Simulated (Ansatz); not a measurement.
Crystal: Ca3H2C, the end point of a relaxation with DFT PBE, scalar-relativistic, plane waves, PAW in Ansatz 0.2.0; the starting structure was generated, so it need not be a known form of this composition.

```xyz
6
Lattice="3.1626 0.0000 0.0000 0.0000 3.1626 0.0000 0.0000 0.0000 10.0404" Properties=species:S:1:pos:R:3 pbc="T T T"
Ca    0.0000    0.0000    8.6549
Ca    0.0000    0.0000    1.3855
Ca    0.0000    0.0000    5.0202
H     1.5813    1.5813    3.7986
H     1.5813    1.5813    6.2418
C     1.5813    1.5813    0.0000
```

What does its first Brillouin zone look like, and which path through it is standard?

Answer. It has a primitive tetragonal lattice (tP; extended symbol tP1). The zone is a parallelepiped in its combinatorial type: 6 faces (6 with 4 edges), 12 edges, 8 vertices. Path: Γ–X–M–Γ–Z–R–A–Z | X–R | M–A.

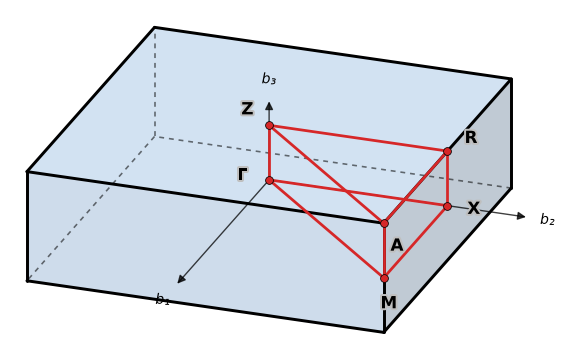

Labels and path follow the convention of Hinuma et al. (2017), as computed by seekpath; the arrows show the directions of the reciprocal primitive vectors b₁, b₂, b₃, in which coordinates are given; lengths include the factor 2π.

| point | k₁ | k₂ | k₃ | length of k (1/Å) |
| --- | --- | --- | --- | --- |
| Γ | 0 | 0 | 0 | 0.000 |
| Z | 0 | 0 | 1/2 | 0.313 |
| M | 1/2 | 1/2 | 0 | 1.405 |
| A | 1/2 | 1/2 | 1/2 | 1.439 |
| R | 0 | 1/2 | 1/2 | 1.041 |
| X | 0 | 1/2 | 0 | 0.993 |
